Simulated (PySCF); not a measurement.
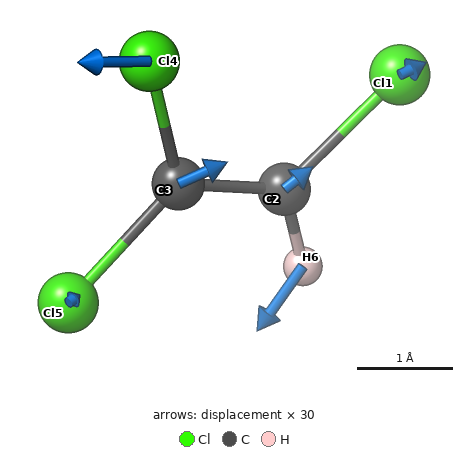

This is a relaxation of C2HCl3. The starting structure is drawn; blue arrows show the displacements, magnified 30 times. The two geometries are superimposed by the best rigid fit.

Style: ball-and-stick. Shown at a tilt.

The start comes from GFN2-xTB. Its atoms were then displaced at random by about 0.01 Å.

All numbers below come from PBE0-D3(BJ)/def2-SVP geometry optimisation, gas phase (PySCF). 

Question: Describe the change and its energy.

Answer: The energy falls by 1.74 kJ/mol in 8 geometry steps. Cl4 moves most after the best rigid fit: 0.030 Å. By element the largest moves are Cl 0.030 Å, H 0.029 Å, C 0.019 Å. Among the contacts that change: C2–H6 1.070 → 1.091 Å, C3–Cl5 1.708 → 1.721 Å, C3–Cl4 1.698 → 1.711 Å, C2–C3 1.345 → 1.339 Å. Cost: 24 s on 1 thread of Arm Neoverse V1, with other jobs on the host.
